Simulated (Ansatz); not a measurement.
Consider SnS in the GeS type structure (space group Pnma, No. 62; a = 10.9116 Å, b = 3.9534 Å, c = 4.1121 Å).

Modification: a free-standing slab of 3 layers (12 atoms, 4 a layer) is cut normal to the stacking axis, with 15 Å of vacuum and the in-plane cell relaxed.

Calculations: Ansatz (a quantum-chemistry and plane-wave program) PBEsol-D3(BJ), no spin-orbit coupling.

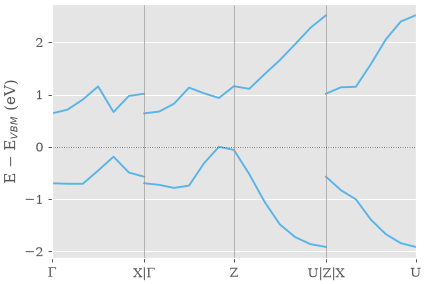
Figure. Highest valence and lowest conduction band along the path of the changed cell's own zone

Task: From the figure, how large is the changed gap, and is it direct?

Result: About 0.6 eV, indirect, Γ–Z (83 % along) → Γ.

Whether these cells are dynamically stable was not tested. k-point labels follow each cell's own Brillouin zone.
